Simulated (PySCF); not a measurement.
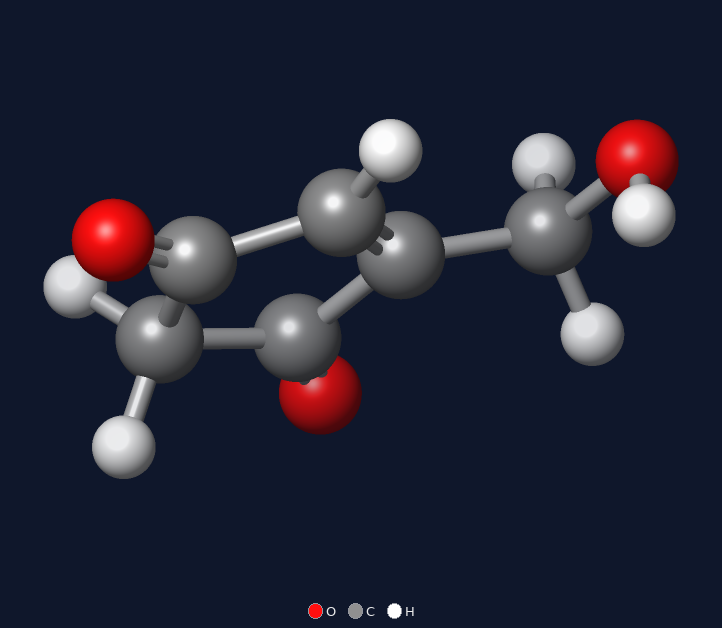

Ball-and-stick drawing of a structure.

The geometry was computed by an optimisation with GFN2-xTB. No frequency run is at hand to confirm it as a minimum.

Describe the molecule.

Formula C6H6O3. As SMILES it reads `O=C1C=C(CO)C(=O)C1`. Independent rings (smallest set): 1 of 5 members. Among its groups: alcohol, ketone, alkene. Coordination: 4 C trigonal planar; 2 C tetrahedral; 1 O bent.

The parts below concern this one geometry. Atoms keep their numbers from picture to picture.

**Geometry**

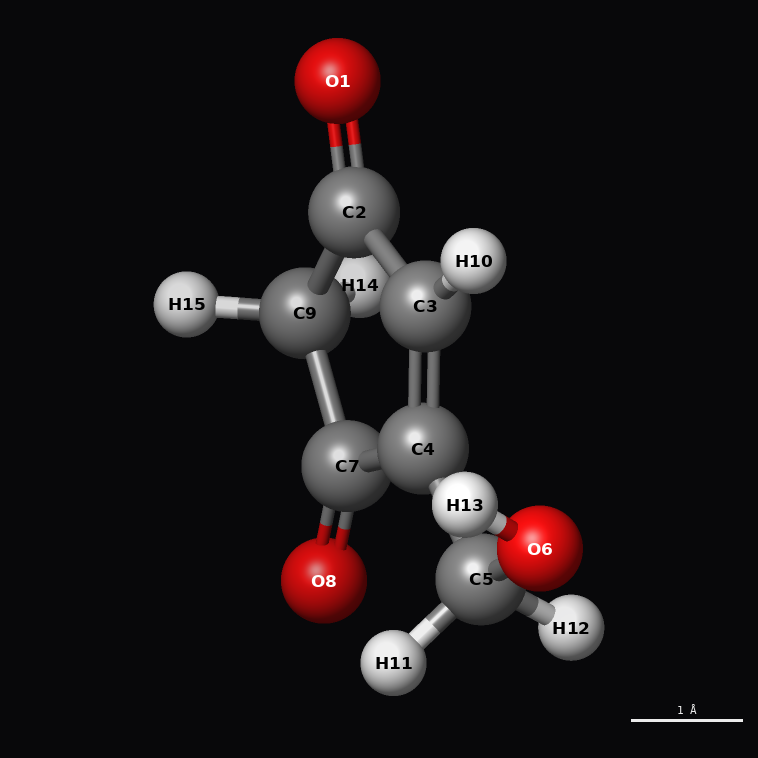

Atoms carry their numbers in the input. No frequency run is at hand to confirm it as a minimum.

Estimate the angles O1–C2–C9, C2–C3–C4, C2–C9–H14, C2–C9–H15, C3–C2–C9, C4–C5–O6, C4–C5–H11, C4–C7–C9, C5–C4–C7, O6–C5–H11, O6–C5–H12, C7–C9–H14.

```csv
angle,degrees
O1–C2–C9,126.5
C2–C3–C4,111.4
C2–C9–H14,111.0
C2–C9–H15,111.7
C3–C2–C9,106.8
C4–C5–O6,114.7
C4–C5–H11,108.4
C4–C7–C9,106.8
C5–C4–C7,120.7
O6–C5–H11,111.7
O6–C5–H12,106.1
C7–C9–H14,111.1
```

**Electronic properties**

No frequency run is at hand to confirm it as a minimum. Level of theory: PBE0/def2-SVPD, gas phase (PySCF 2.14.0). Excitations: vertical, linear response.

What does the calculation give?

- dipole moment: 1.44 D
- HOMO energy (Kohn–Sham orbital): −7.59 eV
- LUMO energy (Kohn–Sham orbital): −2.86 eV
- HOMO–LUMO gap: 4.74 eV
- mean static polarisability: 79.7 bohr³
- lowest vertical singlet excitation: 3.02 eV
- its oscillator strength: 0.000
- brightest of the 6 lowest singlets: 5.63 eV
- its oscillator strength: 0.25

**Charges**

The questions are on ESP-fitted charges. No frequency run is at hand to confirm it as a minimum. Method: PBE0/pcSseg-1, gas phase (PySCF 2.14.0).

Question: Which atom carries the highest charge (most positive or least negative)?

Answer: C2 (0.67 e).

Question: And the lowest?

Answer: C9 (−0.63 e).

List the ESP-fitted charges.

```
atom  value (e)
  O1      −0.48
  C2       0.67
  C3      −0.35
  C4      −0.07
  C5       0.18
  O6      −0.60
  C7       0.61
  O8      −0.49
  C9      −0.63
 H10       0.19
 H11       0.04
 H12       0.11
 H13       0.41
 H14       0.21
 H15       0.20
```

**NMR shielding**

The questions are on isotropic NMR shieldings of the H atoms. No frequency run is at hand to confirm it as a minimum. Level of theory: GIAO PBE0/pcSseg-1 NMR shielding, non-relativistic, gas phase (PySCF 2.14.0).

Question: Which H atom is the most shielded (lowest chemical shift)?

Answer: H13 (31.28 ppm).

Question: Which H atom is the least shielded (highest chemical shift)?

Answer: H10 (24.64 ppm).

Question: How wide is the range of H shifts?

Answer: 6.64 ppm.

List the isotropic NMR shieldings of the H atoms.

| atom | σ (ppm) |
| --- | --- |
| H10 | 24.64 |
| H11 | 26.63 |
| H12 | 26.82 |
| H13 | 31.28 |
| H14 | 28.86 |
| H15 | 28.93 |
